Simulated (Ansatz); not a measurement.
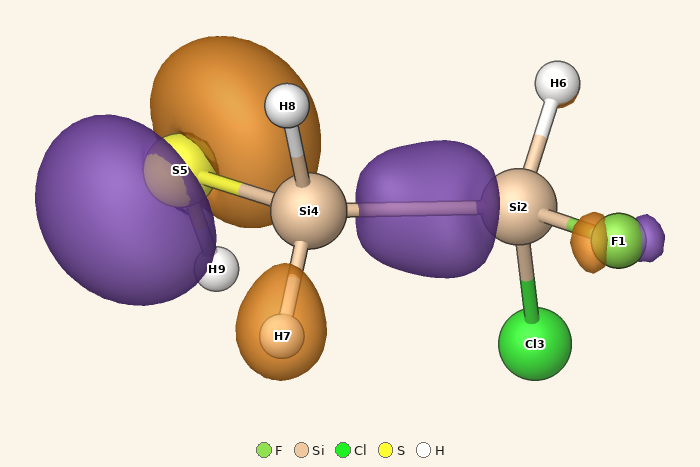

Figure. ClFH₄SSi₂ (SMILES F[SiH](Cl)[SiH2]S). One frontier orbital at ±0.15 Å⁻³ᐟ² (orange and purple are the two phases), seen from one side.

Level of theory: RKS PBE0/6-31G* (Ansatz).

```xyz
9

F    -2.0042   -0.6908    1.7285
Si   -1.4081    0.2235    0.5452
Cl   -1.2318    2.1550    1.2535
Si    0.7179   -0.5087   -0.0922
S     1.4761    0.7873   -1.6301
H    -2.4011    0.2571   -0.5564
H     1.6141   -0.5702    1.0957
H     0.6419   -1.8471   -0.7359
H     1.4223    1.9220   -0.9046
```

Question: Which orbital is it: HOMO or LUMO?

Answer: The HOMO, at −7.58 eV. By Hirshfeld shares it lies mainly on S5 (about 65 %), Si4 (about 10 %) and Si2 (about 10 %); largely a lone pair of S5.
